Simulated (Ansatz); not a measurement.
**Run report: Ta16Ti, geometry relaxation (part 1 of 3)**

System: Ta16Ti (slab, 17 atoms in the cell).
Method: DFT PBE-D3(BJ), scalar-relativistic, plane waves, PAW, PAW set soft_1, no spin polarisation (Ansatz 0.2.0).

The input holds or restrains some coordinates. Forces given for the steps count only the free coordinates. It belongs to a series of runs on one base structure; here: end point A relaxed.

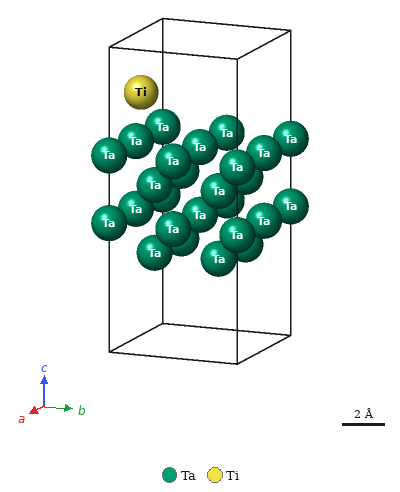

*The structure as given in the input (spheres-only view of the cell of the calculation, with the vacuum cut short, seen slightly off an axis). An atom can appear more than once, as a periodic image.*

**Input file**
```yaml
crystal:
  lattice:
    - [6.62, 0.0, 0.0]
    - [0.0, 6.62, 0.0]
    - [0.0, 0.0, 17.965]
  atoms:
    - { symbol: Ta, position: [0.25, 0.25, 0.0556638] }
    - { symbol: Ta, position: [0.75, 0.25, 0.0556638] }
    - { symbol: Ta, position: [0.25, 0.75, 0.0556638] }
    - { symbol: Ta, position: [0.75, 0.75, 0.0556638] }
    - { symbol: Ta, position: [0.0, 0.0, 0.1477874] }
    - { symbol: Ta, position: [0.5, 0.0, 0.1477874] }
    - { symbol: Ta, position: [0.0, 0.5, 0.1477874] }
    - { symbol: Ta, position: [0.5, 0.5, 0.1477874] }
    - { symbol: Ta, position: [0.25, 0.25, 0.2399109] }
    - { symbol: Ta, position: [0.75, 0.25, 0.2399109] }
    - { symbol: Ta, position: [0.25, 0.75, 0.2399109] }
    - { symbol: Ta, position: [0.75, 0.75, 0.2399109] }
    - { symbol: Ta, position: [0.0, 0.0, 0.3320345] }
    - { symbol: Ta, position: [0.5, 0.0, 0.3320345] }
    - { symbol: Ta, position: [0.0, 0.5, 0.3320345] }
    - { symbol: Ta, position: [0.5, 0.5, 0.3320345] }
    - { symbol: Ti, position: [0.8311235, 0.1787433, 0.4967993] }
basis:
  ecutwfc: 420.0
kpoints:
  mp_grid: { grid: [3, 3, 1] }
hamiltonian:
  xc: pbe
  dispersion: d3bj
  pseudopotentials: { kind: paw, azcp: { folder: soft_1 } }
scf:
  occupations: { method: gaussian, width: 0.05 }
  lower_state_search: "off"
relax:
  f_tol: 0.03
  max_steps: 60
  adjacent_minimum: "off"
  constraints: [{ sites: [0, 1, 2, 3] }]
```

Hardware: 4 threads of Arm Neoverse V2, 24 GiB of memory available, shared host.

Command:
```bash
ansatz run input.yaml --threads 4 --pin off --max-ram 10240MiB --backend cpu --events-out ev --progress --plain --runs-dir out
```

**The program's output**
```
Engine: ansatz 0.2.0, aarch64-unknown-linux-gnu
Pseudopotentials: kind: paw
Pseudopotential: Ta, paw, valence charge 13, recommended cutoff 420 eV (normal), [file]
Pseudopotential: Ti, paw, valence charge 12, recommended cutoff 420 eV (normal), [file]
Functional definition: PBE
  parameter kappa = 0.804
  parameter beta = 0.06672455060314922
  exchange = pbe_x(kappa = kappa, mu = beta*pi^2/3)
  correlation = pbe_c(beta = beta)
Crystal: 17 atoms, lattice volume = 787.305 Å³
Basis set: ecut = 420 eV, 15325 PW (Γ), exchange–correlation on 90×90×250 points (8 copies of the dense FFT grid, shifted against one another)
Bands: 132, of which v1, the nominal top of the filled ones, is band 110 counted from 1 (109 counted from 0)
Symmetry: 1 space group operations
Space group: P1 (ITA 1), of the structure as read, at distance tolerance 9.2e-5 Å
k-points: 5 of 9 (time reversal used)
Non-local potential: Ta, projectors of the file, l = 0: 3, l = 1: 2, l = 2: 2, l = 3: 1
Non-local potential: Ti, projectors of the file, l = 0: 3, l = 1: 2, l = 2: 3, l = 3: 1
PAW form: soft (Blöchl's): semilocal exchange-correlation on the pseudo side does not see the compensation charge
PAW one-centre angular grid: Ta, 590 points (default); XC on 64 Gauss nodes
PAW one-centre angular grid: Ti, 590 points (default); XC on 64 Gauss nodes
Initial density: superposition of atomic densities (neutral atoms: chi_scale 0, normalization atom)
Initial wavefunctions: pseudopotential atomic-orbital guess
Functional: x = pbe(κ = 0.804, μ = 0.2195149727645171), c = pbe(β = 0.06672455060314922)
SCF iter   1: F=—  HF=-161441.856690 eV  |F-HF|=—  |Δ(HF+E_count)|=         —  Δρ=6.17e-2  dr2=3.30e2  ethr=3.10e-3  ⟨swp⟩=10.0  Hψ=3186  notcnv=0
preconditioner: auto → LDOS  [insulator: Δε(μ)=0.061 eV  Ē_g=4.131 eV  σ=0.050 eV  W_gap=0.53  n_scr=152 (ndim 8)  ℏωp=12.1 eV  f_vac=0.443  D(μ)=17.80/eV (n_scr^D=102)  ε∞_Penn≈9.6  β→1.0]
SCF iter   2: F=—  HF=-161607.221132 eV  |F-HF|=—  |Δ(HF+E_count)|=    1.65e2  Δρ=2.39e-1  dr2=3.08e3  ethr=3.10e-3  ⟨swp⟩=17.2  Hψ=6014  notcnv=0  defer=68  recentre
SCF iter   3: F=—  HF=-161432.037533 eV  |F-HF|=—  |Δ(HF+E_count)|=    1.75e2  Δρ=5.40e-2  dr2=2.01e2  ethr=3.10e-3  ⟨swp⟩=16.8  Hψ=4325  notcnv=0  defer=70
SCF iter   4: F=—  HF=-161420.821940 eV  |F-HF|=—  |Δ(HF+E_count)|=    1.12e1  Δρ=5.16e-2  dr2=8.09e1  ethr=3.10e-3  ⟨swp⟩=11.4  Hψ=2708  notcnv=0  defer=45
SCF iter   5: F=—  HF=-161420.663531 eV  |F-HF|=—  |Δ(HF+E_count)|=   1.58e-1  Δρ=3.92e-2  dr2=4.72e1  ethr=3.10e-3  ⟨swp⟩=11.4  Hψ=2340  notcnv=0  defer=60
SCF iter   6: F=—  HF=-161419.241399 eV  |F-HF|=—  |Δ(HF+E_count)|=    1.42e0  Δρ=2.15e-2  dr2=1.12e1  ethr=3.10e-3  ⟨swp⟩=7.4  Hψ=1241  notcnv=0  defer=50
SCF iter   7: F=—  HF=-161422.062047 eV  |F-HF|=—  |Δ(HF+E_count)|=    2.82e0  Δρ=9.72e-2  dr2=2.89e2  ethr=3.10e-3  ⟨swp⟩=8.2  Hψ=1897  notcnv=0  defer=44  recentre
SCF iter   8: F=—  HF=-161419.295370 eV  |F-HF|=—  |Δ(HF+E_count)|=    2.77e0  Δρ=2.26e-2  dr2=1.71e1  ethr=3.10e-3  ⟨swp⟩=6.2  Hψ=1024  notcnv=0  defer=48
SCF iter   9: F=—  HF=-161419.088015 eV  |F-HF|=—  |Δ(HF+E_count)|=   2.07e-1  Δρ=9.56e-3  dr2=2.87e0  ethr=3.10e-3  ⟨swp⟩=3.6  Hψ=828  notcnv=0  defer=45
SCF iter  10: F=—  HF=-161419.214270 eV  |F-HF|=—  |Δ(HF+E_count)|=   1.26e-1  Δρ=1.84e-2  dr2=1.15e1  ethr=1.31e-3  ⟨swp⟩=4.6  Hψ=884  notcnv=0  defer=52  recentre
SCF iter  11: F=—  HF=-161419.058683 eV  |F-HF|=—  |Δ(HF+E_count)|=   1.56e-1  Δρ=2.14e-3  dr2=5.69e-2  ethr=1.31e-3  ⟨swp⟩=4.2  Hψ=828  notcnv=0  defer=45
SCF iter  12: F=—  HF=-161419.070273 eV  |F-HF|=—  |Δ(HF+E_count)|=   1.16e-2  Δρ=3.38e-3  dr2=9.42e-2  ethr=2.59e-5  ⟨swp⟩=5.0  Hψ=1272  notcnv=0  defer=47
SCF iter  13: F=—  HF=-161419.065249 eV  |F-HF|=—  |Δ(HF+E_count)|=   5.02e-3  Δρ=1.47e-3  dr2=3.35e-2  ethr=2.59e-5  ⟨swp⟩=2.2  Hψ=1031  notcnv=0  defer=47
SCF iter  14: F=—  HF=-161419.064115 eV  |F-HF|=—  |Δ(HF+E_count)|=   1.13e-3  Δρ=1.40e-3  dr2=5.01e-2  ethr=1.52e-5  ⟨swp⟩=3.2  Hψ=655  notcnv=0  defer=47
SCF iter  15: F=—  HF=-161419.064139 eV  |F-HF|=—  |Δ(HF+E_count)|=   2.37e-5  Δρ=1.08e-3  dr2=1.69e-2  ethr=1.52e-5  ⟨swp⟩=2.0  Hψ=673  notcnv=0  defer=43
SCF iter  16: F=—  HF=-161419.062974 eV  |F-HF|=—  |Δ(HF+E_count)|=   1.17e-3  Δρ=1.72e-4  dr2=2.18e-4  ethr=7.66e-6  ⟨swp⟩=1.6  Hψ=651  notcnv=0  defer=43
SCF iter  17: F=—  HF=-161419.063000 eV  |F-HF|=—  |Δ(HF+E_count)|=   2.59e-5  Δρ=2.26e-4  dr2=9.96e-4  ethr=9.89e-8  ⟨swp⟩=5.4  Hψ=1227  notcnv=0  defer=43
SCF iter  18: F=—  HF=-161419.062979 eV  |F-HF|=—  |Δ(HF+E_count)|=   2.08e-5  Δρ=7.51e-5  dr2=1.13e-4  ethr=9.89e-8  ⟨swp⟩=2.8  Hψ=1075  notcnv=0  defer=43
SCF iter  19: F=—  HF=-161419.062982 eV  |F-HF|=—  |Δ(HF+E_count)|=   3.39e-6  Δρ=4.08e-5  dr2=3.13e-5  ethr=5.13e-8  ⟨swp⟩=3.6  Hψ=721  notcnv=0  defer=43
SCF iter  20: F=-161419.062977 eV  HF=-161419.062982 eV  |F-HF|=5.15e-6  |Δ(HF+E_count)|=   4.39e-7  Δρ=2.35e-5  dr2=7.86e-6  ethr=1.02e-8  ⟨swp⟩=7.0  Hψ=1981  notcnv=0
WARN: dispersion: an atom stands within reach of a switch of its C6 between two reference coordination numbers of its element: through that C6 alone, e_disp changes by 0.025 eV or more while the distances to its neighbours run over a stretch of 0.05 Å that contains this geometry (sites counted from 0 in the run's list of atoms or, in a supercell that it derives, in that cell's: here a list of 17) — site 16 (Ti): coordination number 0.819 (about 0.71 to 0.93 with every neighbour 0.05 Å farther or nearer), switch near 0.915 between the references 0.000 (weight 0.80) and 1.830 (weight 0.20), e_disp changing by some 0.11 eV. This is how the published method behaves, and the energy and the forces stay consistent. Where you compare this geometry's total energy with another's, compare their components.e_disp too, and, where the geometries are yours to choose, keep both on one side of the switch, which a site's coordination number tells: a relaxation that ends in reach of it can search the other side under relax.adjacent_minimum: search, except where no move that the cell, the constraints and the symmetry allow carries the atom there
SCF 1 converged in 20 iterations: F = -161419.062977 eV  dr2 = 7.86e-6
  greatest PAW one-centre occupation: 0.999 electrons in one spin orbital (limit 2), on the Ta atom at site 9 (counted from 0), in its partial waves of l = 0
relax step   1: F+E_penalty+E_count = -161419.06297685 eV  Δ(F+E_penalty+E_count) = +0.000e0 eV  max|allowed force component| = 1.398e0 eV/Å  Δτ_max = 0.0000 Å  (20 SCF iters, dr2 threshold 2.25e-5 eV, accepted)
Initial density: handed on by an earlier stage of this run
Initial wavefunctions: those handed on with the density
SCF iter   1: F=—  HF=-161419.542140 eV  |F-HF|=—  |Δ(HF+E_count)|=         —  Δρ=2.06e-2  dr2=1.63e1  ethr=3.10e-3  ⟨swp⟩=6.6  Hψ=1590  notcnv=0  defer=41
preconditioner: auto → LDOS  [metal: Δε(μ)=0.015 eV  Ē_g=3.043 eV  σ=0.050 eV  W_gap=0.17  n_scr=152 (ndim 8)  ℏωp=12.1 eV  f_vac=0.453  D(μ)=35.92/eV (n_scr^D=308)  β→1.0]
SCF iter   2: F=—  HF=-161419.459161 eV  |F-HF|=—  |Δ(HF+E_count)|=   8.30e-2  Δρ=1.46e-2  dr2=3.59e0  ethr=3.10e-3  ⟨swp⟩=2.6  Hψ=806  notcnv=0  defer=42
SCF iter   3: F=—  HF=-161419.420425 eV  |F-HF|=—  |Δ(HF+E_count)|=   3.87e-2  Δρ=9.71e-3  dr2=3.50e0  ethr=1.63e-3  ⟨swp⟩=2.2  Hψ=678  notcnv=0  defer=42
SCF iter   4: F=—  HF=-161419.399938 eV  |F-HF|=—  |Δ(HF+E_count)|=   2.05e-2  Δρ=1.77e-3  dr2=6.58e-2  ethr=1.59e-3  ⟨swp⟩=2.0  Hψ=634  notcnv=0  defer=42
SCF iter   5: F=—  HF=-161419.401521 eV  |F-HF|=—  |Δ(HF+E_count)|=   1.58e-3  Δρ=1.42e-3  dr2=1.54e-2  ethr=2.99e-5  ⟨swp⟩=3.4  Hψ=913  notcnv=0  defer=43
SCF iter   6: F=—  HF=-161419.401319 eV  |F-HF|=—  |Δ(HF+E_count)|=   2.03e-4  Δρ=6.88e-4  dr2=5.21e-3  ethr=7.02e-6  ⟨swp⟩=2.6  Hψ=1160  notcnv=0  defer=43
SCF iter   7: F=—  HF=-161419.401620 eV  |F-HF|=—  |Δ(HF+E_count)|=   3.02e-4  Δρ=3.69e-4  dr2=1.96e-3  ethr=2.37e-6  ⟨swp⟩=2.0  Hψ=660  notcnv=0  defer=42
SCF iter   8: F=—  HF=-161419.401738 eV  |F-HF|=—  |Δ(HF+E_count)|=   1.17e-4  Δρ=1.20e-4  dr2=1.78e-4  ethr=8.93e-7  ⟨swp⟩=2.4  Hψ=712  notcnv=0  defer=42
[...]
WARN: dispersion: an atom stands within reach of a switch of its C6 between two reference coordination numbers of its element: through that C6 alone, e_disp changes by 0.025 eV or more while the distances to its neighbours run over a stretch of 0.05 Å that contains this geometry (sites counted from 0 in the run's list of atoms or, in a supercell that it derives, in that cell's: here a list of 17) — site 16 (Ti): coordination number 1.001 (about 0.87 to 1.13 with every neighbour 0.05 Å farther or nearer), switch near 0.915 between the references 1.830 (weight 0.78) and 0.000 (weight 0.22), e_disp changing by some 0.14 eV. This is how the published method behaves, and the energy and the forces stay consistent. Where you compare this geometry's total energy with another's, compare their components.e_disp too, and, where the geometries are yours to choose, keep both on one side of the switch, which a site's coordination number tells: a relaxation that ends in reach of it can search the other side under relax.adjacent_minimum: search, except where no move that the cell, the constraints and the symmetry allow carries the atom there
  greatest PAW one-centre occupation: 0.999 electrons in one spin orbital (limit 2), on the Ta atom at site 7 (counted from 0), in its partial waves of l = 0
relax step   2: F+E_penalty+E_count = -161419.40173265 eV  Δ(F+E_penalty+E_count) = -3.388e-1 eV  max|allowed force component| = 1.064e0 eV/Å  Δτ_max = 0.1948 Å  (9 SCF iters, dr2 threshold 1.00e-4 eV, accepted)
preconditioner: auto → LDOS  [insulator: Δε(μ)=0.063 eV  Ē_g=3.042 eV  σ=0.050 eV  W_gap=0.51  n_scr=152 (ndim 8)  ℏωp=12.1 eV  f_vac=0.459  D(μ)=27.94/eV (n_scr^D=210)  ε∞_Penn≈16.9  β→1.0]
  greatest PAW one-centre occupation: 0.999 electrons in one spin orbital (limit 2), on the Ta atom at site 11 (counted from 0), in its partial waves of l = 0
relax step   3: F+E_penalty+E_count = -161419.83191385 eV  Δ(F+E_penalty+E_count) = -4.302e-1 eV  max|allowed force component| = 2.811e0 eV/Å  Δτ_max = 0.1950 Å  (9 SCF iters, dr2 threshold 7.07e-5 eV, accepted)
preconditioner: auto → LDOS  [metal: Δε(μ)=0.021 eV  Ē_g=2.991 eV  σ=0.050 eV  W_gap=0.23  n_scr=152 (ndim 8)  ℏωp=12.1 eV  f_vac=0.463  D(μ)=23.42/eV (n_scr^D=176)  β→1.0]
relax step   4: F+E_penalty+E_count = -161420.46586400 eV  Δ(F+E_penalty+E_count) = -6.340e-1 eV  max|allowed force component| = 3.080e0 eV/Å  Δτ_max = 0.1949 Å  (8 SCF iters, dr2 threshold 1.00e-4 eV, accepted)
preconditioner: auto → LDOS  [metal: Δε(μ)=0.039 eV  Ē_g=3.001 eV  σ=0.050 eV  W_gap=0.37  n_scr=152 (ndim 8)  ℏωp=12.1 eV  f_vac=0.467  D(μ)=26.62/eV (n_scr^D=202)  β→1.0]
relax step   5: F+E_penalty+E_count = -161421.14089855 eV  Δ(F+E_penalty+E_count) = -6.750e-1 eV  max|allowed force component| = 3.049e0 eV/Å  Δτ_max = 0.1940 Å  (7 SCF iters, dr2 threshold 1.00e-4 eV, accepted)
preconditioner: auto → LDOS  [metal: Δε(μ)=0.031 eV  Ē_g=3.028 eV  σ=0.050 eV  W_gap=0.34  n_scr=152 (ndim 8)  ℏωp=12.1 eV  f_vac=0.472  D(μ)=31.38/eV (n_scr^D=246)  β→1.0]
relax step   6: F+E_penalty+E_count = -161421.77262001 eV  Δ(F+E_penalty+E_count) = -6.317e-1 eV  max|allowed force component| = 2.839e0 eV/Å  Δτ_max = 0.1923 Å  (7 SCF iters, dr2 threshold 1.00e-4 eV, accepted)
eigensolver tolerance schedule calibrated: the retry pair's looser diagonalisation under-reported the residual by θ = 0.15 (0.28/decade); ethr = c·dr2/N_el runs at the constant in force after the calibration composes with the one it found (an armed cap, an earlier calibration), c = 1.3e-2
preconditioner: auto → LDOS  [metal: Δε(μ)=0.008 eV  Ē_g=3.069 eV  σ=0.050 eV  W_gap=0.09  n_scr=152 (ndim 8)  ℏωp=12.1 eV  f_vac=0.477  D(μ)=28.48/eV (n_scr^D=226)  β→1.0]
relax step   7: F+E_penalty+E_count = -161422.33966722 eV  Δ(F+E_penalty+E_count) = -5.670e-1 eV  max|allowed force component| = 2.369e0 eV/Å  Δτ_max = 0.1968 Å  (6 SCF iters, dr2 threshold 1.00e-4 eV, accepted)
eigensolver tolerance schedule calibrated: the retry pair's looser diagonalisation under-reported the residual by θ = 0.16 (0.20/decade); ethr = c·dr2/N_el runs at the constant in force after the calibration composes with the one it found (an armed cap, an earlier calibration), c = 2.4e-2
preconditioner: auto → LDOS  [metal: Δε(μ)=0.036 eV  Ē_g=3.118 eV  σ=0.050 eV  W_gap=0.36  n_scr=152 (ndim 8)  ℏωp=12.1 eV  f_vac=0.481  D(μ)=23.99/eV (n_scr^D=176)  β→1.0]
relax step   8: F+E_penalty+E_count = -161422.82945366 eV  Δ(F+E_penalty+E_count) = -4.898e-1 eV  max|allowed force component| = 1.888e0 eV/Å  Δτ_max = 0.1949 Å  (6 SCF iters, dr2 threshold 1.00e-4 eV, accepted)
preconditioner: auto → LDOS  [metal: Δε(μ)=0.011 eV  Ē_g=3.187 eV  σ=0.050 eV  W_gap=0.12  n_scr=152 (ndim 8)  ℏωp=12.1 eV  f_vac=0.487  D(μ)=18.31/eV (n_scr^D=110)  β→1.0]
relax step   9: F+E_penalty+E_count = -161423.22977548 eV  Δ(F+E_penalty+E_count) = -4.003e-1 eV  max|allowed force component| = 1.399e0 eV/Å  Δτ_max = 0.2000 Å  (7 SCF iters, dr2 threshold 1.00e-4 eV, accepted)
eigensolver tolerance schedule calibrated: the retry pair's looser diagonalisation under-reported the residual by θ = 0.11 (0.12/decade); ethr = c·dr2/N_el runs at the constant in force after the calibration composes with the one it found (an armed cap, an earlier calibration), c = 6.5e-2
preconditioner: auto → LDOS  [insulator: Δε(μ)=0.086 eV  Ē_g=3.205 eV  σ=0.050 eV  W_gap=0.68  n_scr=152 (ndim 8)  ℏωp=12.1 eV  f_vac=0.491  D(μ)=10.98/eV (n_scr^D=56)  ε∞_Penn≈15.3  β→1.0]
relax step  10: F+E_penalty+E_count = -161423.52492264 eV  Δ(F+E_penalty+E_count) = -2.951e-1 eV  max|allowed force component| = 5.147e-1 eV/Å  Δτ_max = 0.1964 Å  (7 SCF iters, dr2 threshold 1.00e-4 eV, accepted)
preconditioner: auto → LDOS  [metal: Δε(μ)=0.006 eV  Ē_g=3.349 eV  σ=0.050 eV  W_gap=0.07  n_scr=152 (ndim 8)  ℏωp=12.1 eV  f_vac=0.503  D(μ)=26.41/eV (n_scr^D=202)  β→1.0]
relax step  11: F+E_penalty+E_count = -161423.61716463 eV  Δ(F+E_penalty+E_count) = -9.224e-2 eV  max|allowed force component| = 4.196e-1 eV/Å  Δτ_max = 0.2000 Å  (10 SCF iters, dr2 threshold 3.58e-5 eV, accepted)
eigensolver tolerance schedule calibrated: the retry pair's looser diagonalisation under-reported the residual by θ = 0.17 (0.25/decade); ethr = c·dr2/N_el runs at the constant in force after the calibration composes with the one it found (an armed cap, an earlier calibration), c = 1.6e-2
preconditioner: auto → LDOS  [insulator: Δε(μ)=0.073 eV  Ē_g=3.252 eV  σ=0.050 eV  W_gap=0.65  n_scr=152 (ndim 8)  ℏωp=12.1 eV  f_vac=0.499  D(μ)=7.72/eV (n_scr^D=26)  ε∞_Penn≈14.9  β→1.0]
relax step  12: F+E_penalty+E_count = -161423.68810941 eV  Δ(F+E_penalty+E_count) = -7.094e-2 eV  max|allowed force component| = 3.080e-1 eV/Å  Δτ_max = 0.1485 Å  (7 SCF iters, dr2 threshold 2.38e-5 eV, accepted)
preconditioner: auto → LDOS  [insulator: Δε(μ)=0.067 eV  Ē_g=3.252 eV  σ=0.050 eV  W_gap=0.59  n_scr=152 (ndim 8)  ℏωp=12.1 eV  f_vac=0.499  D(μ)=8.45/eV (n_scr^D=38)  ε∞_Penn≈14.9  β→1.0]
relax step  13: F+E_penalty+E_count = -161423.69568621 eV  Δ(F+E_penalty+E_count) = -7.577e-3 eV  max|allowed force component| = 1.104e-1 eV/Å  Δτ_max = 0.0358 Å  (6 SCF iters, dr2 threshold 5.11e-5 eV, accepted)
preconditioner: auto → LDOS  [metal: Δε(μ)=0.056 eV  Ē_g=3.253 eV  σ=0.050 eV  W_gap=0.49  n_scr=152 (ndim 8)  ℏωp=12.1 eV  f_vac=0.499  D(μ)=8.81/eV (n_scr^D=48)  β→1.0]
relax step  14: F+E_penalty+E_count = -161423.69748484 eV  Δ(F+E_penalty+E_count) = -1.799e-3 eV  max|allowed force component| = 4.858e-3 eV/Å  Δτ_max = 0.0091 Å  (7 SCF iters, dr2 threshold 1.57e-6 eV, accepted)
preconditioner: auto → LDOS  [insulator: Δε(μ)=0.058 eV  Ē_g=3.254 eV  σ=0.050 eV  W_gap=0.50  n_scr=152 (ndim 8)  ℏωp=12.1 eV  f_vac=0.499  D(μ)=8.69/eV (n_scr^D=40)  ε∞_Penn≈14.9  β→1.0]
relax step  15: F+E_penalty+E_count = -161423.69748528 eV  Δ(F+E_penalty+E_count) = -4.364e-7 eV  max|allowed force component| = 4.884e-3 eV/Å  Δτ_max = 0.0000 Å  (4 SCF iters, accepted)
```

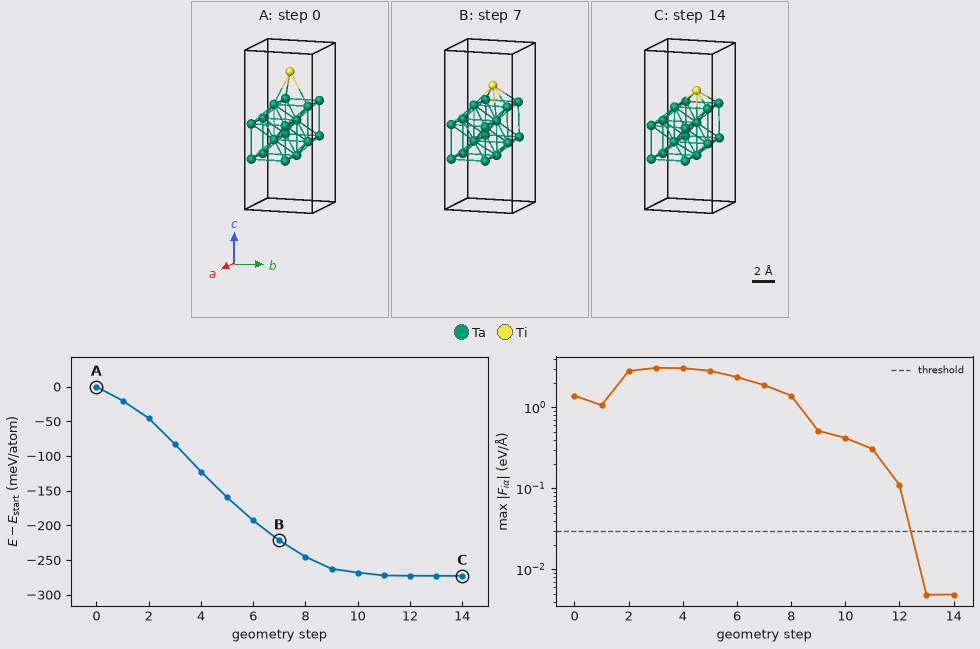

*Frames of the restrained relaxation (ball-and-stick view of the cell of the calculation, with the vacuum cut short (origin shifted), seen slightly off an axis) above the curves, on which the letters mark them (the first geometry is step 0 here and step 1 in the log).*
